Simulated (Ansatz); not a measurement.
Geometry relaxation of SiH₃SF₃ (part 3 of 3)

The same run, continued: SiH₃SF₃; RKS PBE0-D4/def2-TZVP (Ansatz 0.2.0). The geometry is a transition state displaced along its imaginary mode. The reaction was set up to form Si1–H7 and S2–H6 and to break Si1–S2 and H6–H7 (atoms counted from 1 in the order of the input); sticks are drawn by distance alone.

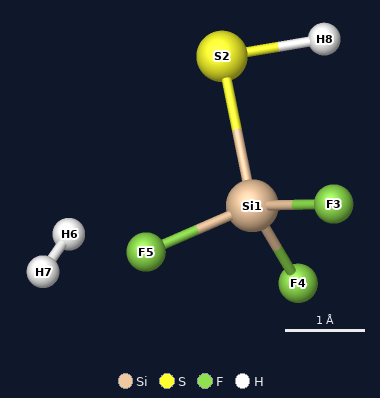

The geometry at step 45 of the log (ball-and-stick view, seen at a tilt; atoms are numbered from 1 in the order of the input).

**Trajectory as extended XYZ, continued**
```
8
Properties=species:S:1:pos:R:3:forces:R:3 step=35 energy=-26907.88612
Si    0.3123    0.0774   -0.8877   -0.0123  -0.0027  -0.0081
S     1.2073   -1.1411    0.5552    0.0095   0.0153  -0.0055
F     1.1679    0.1878   -2.2044   -0.0074  -0.0001   0.0138
F     0.0847    1.5538   -0.3929    0.0022  -0.0125  -0.0049
F    -1.0821   -0.5510   -1.2489    0.0097   0.0100   0.0008
H    -1.7101    0.0327    2.0111   -0.0524   0.0188  -0.0381
H    -2.2945    0.2167    1.5813    0.0519  -0.0191   0.0374
H     2.3144   -0.3763    0.5862   -0.0012  -0.0097   0.0045
8
Properties=species:S:1:pos:R:3:forces:R:3 step=36 energy=-26907.88628
Si    0.3113    0.0782   -0.8875    0.0017   0.0049  -0.0061
S     1.2068   -1.1396    0.5555    0.0027  -0.0013   0.0035
F     1.1674    0.1882   -2.2038   -0.0041  -0.0005   0.0059
F     0.0844    1.5547   -0.3931   -0.0009  -0.0056  -0.0022
F    -1.0832   -0.5491   -1.2492    0.0064   0.0043   0.0042
H    -1.7095    0.0468    2.0142   -0.0109   0.0048  -0.0082
H    -2.2952    0.2020    1.5775    0.0102  -0.0052   0.0071
H     2.3180   -0.3812    0.5864   -0.0051  -0.0014  -0.0042
8
Properties=species:S:1:pos:R:3:forces:R:3 step=37 energy=-26907.88640
Si    0.3113    0.0803   -0.8838    0.0036   0.0028  -0.0034
S     1.2077   -1.1369    0.5591    0.0014  -0.0033   0.0040
F     1.1637    0.1850   -2.2027    0.0008  -0.0007   0.0004
F     0.0897    1.5583   -0.3922   -0.0017   0.0004   0.0006
F    -1.0860   -0.5436   -1.2400    0.0000   0.0011   0.0033
H    -1.7102    0.0625    2.0116   -0.0276   0.0072  -0.0201
H    -2.3007    0.1808    1.5689    0.0270  -0.0077   0.0192
H     2.3244   -0.3864    0.5790   -0.0035   0.0002  -0.0041
8
Properties=species:S:1:pos:R:3:forces:R:3 step=38 energy=-26907.88630 accepted=F
Si    0.3112    0.0838   -0.8775    0.0059  -0.0001   0.0000
S     1.2093   -1.1323    0.5652    0.0052  -0.0008   0.0035
F     1.1574    0.1790   -2.2009    0.0046  -0.0007  -0.0043
F     0.0994    1.5648   -0.3908   -0.0027   0.0055   0.0027
F    -1.0912   -0.5339   -1.2240   -0.0054  -0.0014   0.0023
H    -1.7139    0.0891    2.0090   -0.1179   0.0123  -0.0893
H    -2.3075    0.1441    1.5528    0.1174  -0.0127   0.0888
H     2.3351   -0.3947    0.5660   -0.0071  -0.0022  -0.0037
8
Properties=species:S:1:pos:R:3:forces:R:3 step=39 energy=-26907.88646
Si    0.3115    0.0812   -0.8828    0.0035  -0.0056   0.0039
S     1.2079   -1.1365    0.5603   -0.0009   0.0049  -0.0037
F     1.1630    0.1842   -2.2024    0.0013  -0.0003   0.0006
F     0.0911    1.5596   -0.3921   -0.0004   0.0009   0.0008
F    -1.0866   -0.5420   -1.2371   -0.0027   0.0014   0.0010
H    -1.7148    0.0684    2.0165   -0.0126   0.0039  -0.0101
H    -2.2983    0.1732    1.5623    0.0118  -0.0044   0.0089
H     2.3261   -0.3881    0.5752    0.0000  -0.0009  -0.0014
8
Properties=species:S:1:pos:R:3:forces:R:3 step=40 energy=-26907.88653
Si    0.3118    0.0853   -0.8754    0.0013  -0.0100   0.0074
S     1.2109   -1.1304    0.5677    0.0068   0.0125  -0.0061
F     1.1557    0.1762   -2.2007    0.0009   0.0007   0.0000
F     0.1028    1.5675   -0.3911    0.0004   0.0019   0.0000
F    -1.0926   -0.5310   -1.2168   -0.0028   0.0020  -0.0012
H    -1.7254    0.0911    2.0167   -0.0774   0.0078  -0.0638
H    -2.3026    0.1380    1.5413    0.0766  -0.0081   0.0630
H     2.3393   -0.3969    0.5584   -0.0058  -0.0067   0.0007
8
Properties=species:S:1:pos:R:3:forces:R:3 step=41 energy=-26907.88666
Si    0.3117    0.0853   -0.8754    0.0029  -0.0038   0.0029
S     1.2109   -1.1302    0.5673    0.0031   0.0034  -0.0007
F     1.1555    0.1761   -2.2009    0.0007   0.0004  -0.0008
F     0.1035    1.5676   -0.3910   -0.0009   0.0018   0.0001
F    -1.0930   -0.5303   -1.2170   -0.0017   0.0012   0.0007
H    -1.7253    0.0941    2.0152   -0.0271   0.0033  -0.0221
H    -2.3030    0.1346    1.5427    0.0265  -0.0036   0.0212
H     2.3395   -0.3972    0.5591   -0.0034  -0.0026  -0.0014
8
Properties=species:S:1:pos:R:3:forces:R:3 step=42 energy=-26907.88675
Si    0.3122    0.0871   -0.8718   -0.0018  -0.0032  -0.0002
S     1.2127   -1.1277    0.5705    0.0036   0.0039  -0.0012
F     1.1517    0.1723   -2.2004    0.0008   0.0001   0.0008
F     0.1099    1.5712   -0.3902   -0.0006   0.0004  -0.0001
F    -1.0955   -0.5250   -1.2071   -0.0018   0.0020   0.0000
H    -1.7307    0.1053    2.0124   -0.0167   0.0017  -0.0132
H    -2.3054    0.1175    1.5353    0.0162  -0.0019   0.0128
H     2.3449   -0.4006    0.5511    0.0004  -0.0030   0.0012
8
Properties=species:S:1:pos:R:3:forces:R:3 step=43 energy=-26907.88664 accepted=F
Si    0.3126    0.0916   -0.8647    0.0041   0.0071  -0.0079
S     1.2174   -1.1206    0.5770    0.0061  -0.0018   0.0045
F     1.1429    0.1639   -2.2000   -0.0031  -0.0004   0.0049
F     0.1233    1.5798   -0.3902   -0.0023  -0.0057  -0.0018
F    -1.1020   -0.5127   -1.1864    0.0058   0.0028   0.0038
H    -1.7467    0.1317    2.0113   -0.0967  -0.0084  -0.0841
H    -2.3081    0.0775    1.5169    0.0964   0.0085   0.0844
H     2.3605   -0.4113    0.5359   -0.0103  -0.0023  -0.0040
8
Properties=species:S:1:pos:R:3:forces:R:3 step=44 energy=-26907.88677
Si    0.3121    0.0874   -0.8717    0.0021  -0.0001  -0.0012
S     1.2129   -1.1270    0.5708    0.0005   0.0000   0.0005
F     1.1519    0.1721   -2.2001    0.0001   0.0000   0.0004
F     0.1101    1.5717   -0.3906   -0.0014  -0.0002  -0.0002
F    -1.0958   -0.5243   -1.2072   -0.0006   0.0014   0.0020
H    -1.7346    0.1093    2.0166   -0.0098   0.0013  -0.0085
H    -2.3033    0.1131    1.5325    0.0091  -0.0015   0.0076
H     2.3465   -0.4023    0.5496   -0.0001  -0.0009  -0.0008
8
Properties=species:S:1:pos:R:3:forces:R:3 step=45 energy=-26907.88671 accepted=F
Si    0.3137    0.0920   -0.8634   -0.0049   0.0019  -0.0082
S     1.2184   -1.1202    0.5784    0.0092   0.0083  -0.0031
F     1.1435    0.1636   -2.1991   -0.0022  -0.0007   0.0079
F     0.1245    1.5805   -0.3897   -0.0004  -0.0072  -0.0016
F    -1.1012   -0.5122   -1.1840    0.0035   0.0044   0.0020
H    -1.7542    0.1362    2.0156   -0.0851  -0.0089  -0.0770
H    -2.3072    0.0728    1.5134    0.0849   0.0090   0.0771
H     2.3623   -0.4127    0.5287   -0.0049  -0.0068   0.0030
8
Properties=species:S:1:pos:R:3:forces:R:3 step=46 energy=-26907.88681
Si    0.3127    0.0883   -0.8709   -0.0001  -0.0002  -0.0009
S     1.2134   -1.1260    0.5718   -0.0010   0.0011  -0.0015
F     1.1519    0.1721   -2.1998    0.0005  -0.0007   0.0022
F     0.1105    1.5729   -0.3909    0.0008  -0.0008   0.0006
F    -1.0957   -0.5231   -1.2051   -0.0016   0.0004   0.0012
H    -1.7407    0.1177    2.0208    0.0036   0.0011   0.0022
H    -2.3017    0.1040    1.5287   -0.0043  -0.0014  -0.0033
H     2.3496   -0.4058    0.5454    0.0022   0.0005  -0.0005
8
Properties=species:S:1:pos:R:3:forces:R:3 step=47 energy=-26907.88660 accepted=F
Si    0.3140    0.0934   -0.8623   -0.0052   0.0073  -0.0090
S     1.2191   -1.1179    0.5798    0.0134   0.0050   0.0018
F     1.1439    0.1638   -2.1980   -0.0035  -0.0013   0.0075
F     0.1237    1.5824   -0.3904    0.0027  -0.0057  -0.0003
F    -1.1015   -0.5102   -1.1814    0.0072   0.0009   0.0018
H    -1.7611    0.1495    2.0180   -0.1070  -0.0174  -0.0998
H    -2.3068    0.0587    1.5106    0.1069   0.0174   0.0996
H     2.3686   -0.4196    0.5235   -0.0145  -0.0062  -0.0016
8
Properties=species:S:1:pos:R:3:forces:R:3 step=48 energy=-26907.88688
Si    0.3132    0.0910   -0.8654   -0.0024   0.0021  -0.0046
S     1.2172   -1.1213    0.5767    0.0063   0.0032   0.0003
F     1.1462    0.1661   -2.1988   -0.0018  -0.0003   0.0038
F     0.1196    1.5784   -0.3901    0.0003  -0.0030  -0.0006
F    -1.0998   -0.5153   -1.1898    0.0038   0.0019   0.0015
H    -1.7493    0.1304    2.0140   -0.0132  -0.0002  -0.0113
H    -2.3075    0.0825    1.5200    0.0131   0.0001   0.0111
H     2.3601   -0.4118    0.5332   -0.0061  -0.0038  -0.0002
8
Properties=species:S:1:pos:R:3:forces:R:3 step=49 energy=-26907.88688 accepted=F
Si    0.3137    0.0926   -0.8626   -0.0023   0.0023  -0.0039
S     1.2190   -1.1190    0.5792    0.0058   0.0035  -0.0004
F     1.1438    0.1637   -2.1980   -0.0021  -0.0004   0.0037
F     0.1239    1.5813   -0.3895    0.0004  -0.0031  -0.0007
F    -1.1015   -0.5111   -1.1825    0.0039   0.0014   0.0011
H    -1.7579    0.1438    2.0149   -0.0390  -0.0050  -0.0355
H    -2.3068    0.0651    1.5129    0.0388   0.0050   0.0355
H     2.3657   -0.4164    0.5254   -0.0056  -0.0038   0.0003
8
Properties=species:S:1:pos:R:3:forces:R:3 step=50 energy=-26907.88690
Si    0.3135    0.0918   -0.8639   -0.0016   0.0007  -0.0023
S     1.2184   -1.1203    0.5778    0.0022   0.0016  -0.0004
F     1.1448    0.1650   -2.1984   -0.0008  -0.0002   0.0022
F     0.1218    1.5797   -0.3896    0.0002  -0.0016  -0.0002
F    -1.1005   -0.5134   -1.1859    0.0016   0.0011   0.0006
H    -1.7537    0.1372    2.0138   -0.0072   0.0000  -0.0060
H    -2.3073    0.0739    1.5167    0.0070   0.0000   0.0059
H     2.3629   -0.4141    0.5293   -0.0015  -0.0015   0.0002
8
Properties=species:S:1:pos:R:3:forces:R:3 step=51 energy=-26907.88691
Si    0.3136    0.0927   -0.8626    0.0039   0.0026  -0.0004
S     1.2198   -1.1190    0.5786   -0.0011  -0.0037   0.0025
F     1.1434    0.1642   -2.1981   -0.0004   0.0000  -0.0007
F     0.1237    1.5810   -0.3890   -0.0007   0.0003   0.0000
F    -1.1015   -0.5111   -1.1823    0.0007  -0.0007   0.0012
H    -1.7596    0.1474    2.0147   -0.0108  -0.0012  -0.0099
H    -2.3064    0.0623    1.5131    0.0107   0.0012   0.0097
H     2.3670   -0.4176    0.5255   -0.0022   0.0015  -0.0025
8
Properties=species:S:1:pos:R:3:forces:R:3 step=52 energy=-26907.88691 accepted=F
Si    0.3143    0.0934   -0.8608   -0.0021  -0.0033   0.0025
S     1.2210   -1.1189    0.5797    0.0006   0.0034  -0.0028
F     1.1422    0.1635   -2.1974    0.0012   0.0002  -0.0007
F     0.1263    1.5821   -0.3877    0.0006   0.0011   0.0004
F    -1.1017   -0.5094   -1.1778   -0.0030  -0.0002  -0.0018
H    -1.7649    0.1569    2.0143   -0.0209  -0.0038  -0.0194
H    -2.3061    0.0518    1.5098    0.0208   0.0039   0.0195
H     2.3689   -0.4193    0.5198    0.0029  -0.0013   0.0024
8
Properties=species:S:1:pos:R:3:forces:R:3 step=53 energy=-26907.88692
Si    0.3140    0.0930   -0.8617    0.0002  -0.0004   0.0004
S     1.2205   -1.1191    0.5790    0.0004   0.0005  -0.0003
F     1.1427    0.1639   -2.1978    0.0001   0.0001  -0.0001
F     0.1251    1.5815   -0.3882   -0.0001   0.0002   0.0001
F    -1.1016   -0.5104   -1.1800   -0.0005   0.0000  -0.0002
H    -1.7621    0.1521    2.0139   -0.0062  -0.0007  -0.0055
H    -2.3066    0.0572    1.5119    0.0061   0.0007   0.0055
H     2.3679   -0.4183    0.5228   -0.0001  -0.0004   0.0002
8
Properties=species:S:1:pos:R:3:forces:R:3 step=54 energy=-26907.88693
Si    0.3142    0.0933   -0.8610   -0.0001  -0.0008   0.0008
S     1.2212   -1.1190    0.5792    0.0004   0.0008  -0.0006
F     1.1421    0.1638   -2.1977    0.0002   0.0001  -0.0002
F     0.1260    1.5819   -0.3875    0.0000   0.0003   0.0000
F    -1.1018   -0.5096   -1.1783   -0.0007   0.0000  -0.0004
H    -1.7647    0.1575    2.0137   -0.0059  -0.0009  -0.0054
H    -2.3063    0.0517    1.5107    0.0059   0.0010   0.0054
H     2.3692   -0.4195    0.5209    0.0003  -0.0004   0.0004
8
Properties=species:S:1:pos:R:3:forces:R:3 step=55 energy=-26907.88693
Si    0.3143    0.0934   -0.8606    0.0000  -0.0006   0.0006
S     1.2217   -1.1191    0.5791    0.0000   0.0003  -0.0004
F     1.1418    0.1639   -2.1976    0.0002   0.0001  -0.0002
F     0.1264    1.5820   -0.3870   -0.0001   0.0002   0.0000
F    -1.1019   -0.5093   -1.1775   -0.0005   0.0000  -0.0002
H    -1.7665    0.1613    2.0136   -0.0034  -0.0006  -0.0032
H    -2.3060    0.0480    1.5101    0.0034   0.0007   0.0032
H     2.3702   -0.4203    0.5198    0.0004  -0.0001   0.0002
```

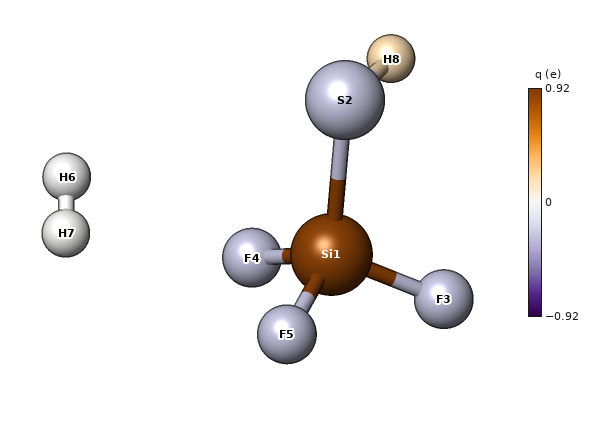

Mulliken charges, as the colour of each atom (ball-and-stick view, seen at a tilt; atoms are numbered from 1 in the order of the input). By element: Si +0.88, S −0.26, F −0.27 and H 0.00 to +0.19 e.

The run was set up as follows.

**The input**
```yaml
crystal:
  periodic: [false, false, false]
  atoms:
    - {symbol: Si, position_ang: [-0.140498, 0.154870, -0.607607]}
    - {symbol: S, position_ang: [1.001244, -1.237144, 0.773780]}
    - {symbol: F, position_ang: [0.863271, 0.061271, -1.802901]}
    - {symbol: F, position_ang: [-0.149772, 1.741051, -0.374919]}
    - {symbol: F, position_ang: [-1.475736, -0.403629, -1.277295]}
    - {symbol: H, position_ang: [-0.605748, -0.308990, 1.117371]}
    - {symbol: H, position_ang: [-1.132726, 0.163506, 0.884670]}
    - {symbol: H, position_ang: [1.639864, -0.170934, 1.286800]}
basis:
  gaussian: {orbitals: def2-TZVP}
hamiltonian: {xc: pbe0, dispersion: d4}
relax: {f_tol: 0.005, max_steps: 200}
```

Command:
```bash
ansatz run in.yaml --threads 4 --pin off --events-out ev --progress --plain --max-ram 9574MiB
```

**Results in brief**

```csv
quantity,value
outcome,converged
total energy,−26907.8870 eV
mean-field energy,−26907.7408 eV
dispersion energy,−0.1461 eV
SCF solution under orbital rotations,stable
largest force (length of the vector) at the end,0.005 eV/Å
dipole moment,1.56 D
hardware,"4 threads of Arm Neoverse V1, 23 GiB of memory available, shared host"
wall time,2.3 min (CPU time 8.6 min)
peak memory,0.46 GiB
```
